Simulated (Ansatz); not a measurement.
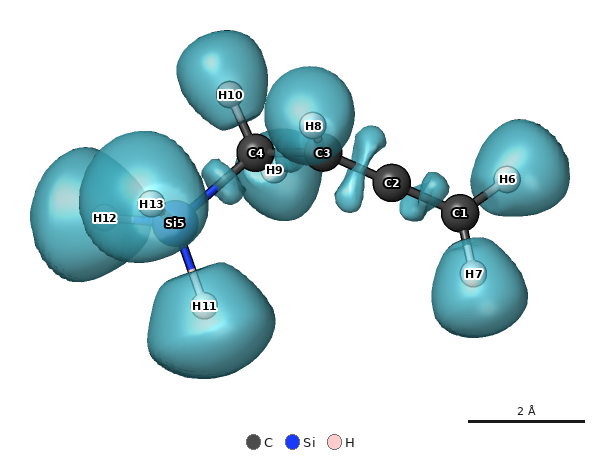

C$_{4}$H$_{8}$Si. Isosurface of the ELF at 0.85 (cyan), seen across its widest extent. Core shells and regions of very low density are left out.

These are results of RKS PBE/6-31G (Ansatz 0.2.0), not measurements.

Input file:

```
crystal:
  periodic: [false, false, false]
  atoms:
    - { symbol: C, position_ang: [0.1986, 2.7153, -0.4057] }
    - { symbol: C, position_ang: [0.47, 1.5609, -0.0357] }
    - { symbol: C, position_ang: [0.764, 0.364, 0.3333] }
    - { symbol: C, position_ang: [-0.1079, -0.6747, 0.7971] }
    - { symbol: Si, position_ang: [-0.4999, -2.0599, -0.4493] }
    - { symbol: H, position_ang: [0.1269, 3.5958, 0.2898] }
    - { symbol: H, position_ang: [-0.0766, 2.9624, -1.4483] }
    - { symbol: H, position_ang: [1.8908, 0.1165, 0.3608] }
    - { symbol: H, position_ang: [-1.1342, -0.1979, 1.1028] }
    - { symbol: H, position_ang: [0.204, -1.1283, 1.7502] }
    - { symbol: H, position_ang: [-1.1091, -1.5202, -1.6633] }
    - { symbol: H, position_ang: [-1.4226, -3.04, 0.1638] }
    - { symbol: H, position_ang: [0.7165, -2.7287, -0.7808] }
basis:
  gaussian: { orbitals: "6-31G" }
hamiltonian:
  xc: pbe
relax:
  f_tol: 0.02
  max_steps: 40
scf:
  lower_state_search: "off"
output:
  orbitals: {}
```

Launched as:

```sh
ansatz run input.yaml --threads 1 --pin off --max-ram 2048MiB --backend cpu --events-out ev --progress --plain --runs-dir out
```

The fields are those of the run's last geometry, not of the input's.

> What do the ELF domains correspond to?

The surface consists of three regions between bonded C–C atoms (shared pairs), one region between bonded C–Si atoms (shared pairs) and eight regions around hydrogen nuclei.

Values along the shortest contacts:
C–C (1.32 Å): the ELF peaks at about 0.90 between the atoms: a short, multiple covalent bond. C–Si (1.94 Å): the ELF peaks at about 0.95 between the atoms (a covalent bond).
